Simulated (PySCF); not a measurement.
C₆H₁₇NSi, SMILES `CC(C)N([SiH3])C(C)C`.

Method: PBE0/cc-pVDZ; geometry: GFN2-xTB; program: PySCF. No frequency check shows the geometry to be a minimum.

Coordinates in Å:

```
C1      -1.5994    0.7868   -1.4000
C2      -0.6943    0.9641   -0.1802
C3      -1.4959    1.5004    1.0080
N4       0.0015   -0.2630    0.1721
Si5     -0.8060   -1.7703    0.3285
C6       1.4507   -0.2417    0.0928
C7       1.9594   -0.0346   -1.3373
C8       2.0676    0.7802    1.0523
H9      -1.0328    0.3730   -2.2305
H10     -2.0126    1.7466   -1.7032
H11     -2.4182    0.1109   -1.1698
H12      0.0597    1.7154   -0.4365
H13     -2.2915    0.8094    1.2704
H14     -0.8478    1.6228    1.8718
H15     -1.9367    2.4637    0.7608
H16     -0.9406   -2.5194   -0.9355
H17     -0.0111   -2.5708    1.2622
H18     -2.1450   -1.5405    0.8687
H19      1.7841   -1.2333    0.4158
H20      3.0417   -0.1354   -1.3647
H21      1.6989    0.9526   -1.7121
H22      1.5224   -0.7823   -1.9951
H23      3.1473    0.6542    1.0780
H24      1.8520    1.8011    0.7470
H25      1.6748    0.6263    2.0543
```

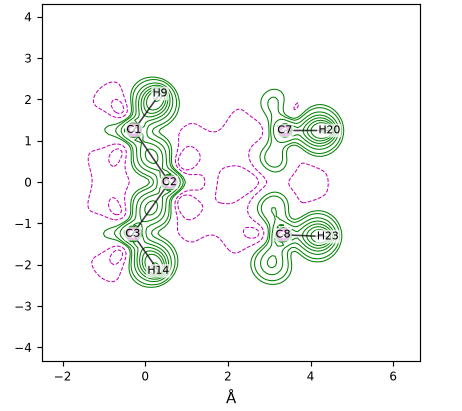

Deformation density (molecule less spherical, spin-averaged free atoms) in a plane through 9 of the atoms; contours at ±0.05 to ±0.8 e/Å³; solid green lines: gain, dashed magenta lines: loss.

**Describe the bonding that the map shows.**

C3–H14: +0.66 e/Å³ at the bond critical point (bond length 1.09 Å, Mayer order 1.0). C1–H9: +0.66 e/Å³ at the bond critical point (bond length 1.09 Å, Mayer order 1.0). C8–H23: +0.65 e/Å³ at the bond critical point (bond length 1.09 Å, Mayer order 1.0). C7–H20: +0.65 e/Å³ at the bond critical point (bond length 1.09 Å, Mayer order 1.0). C1–C2: +0.45 e/Å³ at the bond critical point (bond length 1.53 Å, Mayer order 1.1). C2–C3: +0.45 e/Å³ at the bond critical point (bond length 1.53 Å, Mayer order 1.1). In all, 5.3 electrons gather in the regions of gain relative to the promolecule.

**Where do the Hirshfeld charges lie?**

The highest Hirshfeld charge is on Si5 (+0.32 e), the lowest on N4 (−0.16 e).

Run time: 21 s on 1 thread of AMD EPYC 9R45 96-Core Processor (Zen 5) (shared host), peak memory 0.85 GiB.
